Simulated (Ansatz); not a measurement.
**PtS2 (P-3m1): how ε∞ follows the gap**

The empty bands of PtS2 (P-3m1) are shifted up rigidly by Δ, and ε∞ along x is computed for each shift. x, y and z are the Cartesian axes of the input cell.

It takes space group P-3m1 (No. 164, trigonal). Conventional cell: a = 3.543 Å, b = 3.543 Å, c = 5.039 Å, α = 90.00°, β = 90.00°, γ = 120.00°. Around Pt on site a lie 6 S at 2.34 Å. S on site d is surrounded by 3 Pt at 2.34 Å.

Method: Ansatz 0.2.0, LDA, independent particles, k-mesh 12×12×6 with interpolation inside its cells, Gaussian parameter 0.1 eV.

Launch of the response step: `ansatz run input.yaml --threads 4 --pin off --max-ram 8192MiB --backend cpu --events-out ev --progress --plain --runs-dir out`. The series took 5.1 min in all, on 4 threads of AMD EPYC (Zen 3), with other jobs on the host.

| Δ (eV) | ε∞ along x |
| --- | --- |
| 0.00 | 21.214 |
| 0.40 | ? |
| 0.80 | 16.504 |
| 1.20 | 14.984 |
| 1.60 | 13.771 |
| 2.00 | 12.775 |

With one effective transition at E₀ and fixed dipole strength, ε∞ − 1 = A/(E₀ + Δ), so 1/(ε∞ − 1) is linear in Δ.

Working, on the rows shown:

| x = Δ (eV) | y = 1/(ε∞ − 1) |
| --- | --- |
| 0 | 0.0494707 |
| 0.8 | 0.0644995 |
| 1.2 | 0.0715103 |
| 1.6 | 0.0783024 |
| 2 | 0.0849257 |

Means: x̄ = 1.12, ȳ = 0.069742. Σ(x − x̄)(y − ȳ) = 0.04199, Σ(x − x̄)² = 2.368. Slope = 0.04199 / 2.368 = 0.01773; intercept = ȳ − slope · x̄ = 0.04988. Turned back into ε∞ along x, the line misses the rows shown by at most 0.17.

Question: Fill in the last column of the withheld row.

Answer: At x = 0.4 the line gives y = 0.056973, that is 18.552. The run gave 18.484, so the interpolation is off by 0.068, 0.8 % of the range in the table.

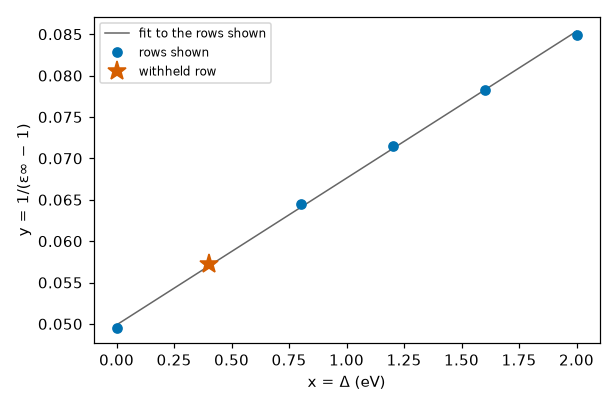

Refitted with all rows, the slope is 0.01769 and the intercept 0.049964. These give E₀ = intercept/slope = 2.8 eV, far above the least direct gap of 1.02 eV: most of the screening comes from transitions well over the edge. Over the first step ε∞ falls by 32 % per eV. Excitons are left out and so are local fields; LDA gaps are as a rule too small. Spin-orbit coupling is left out.
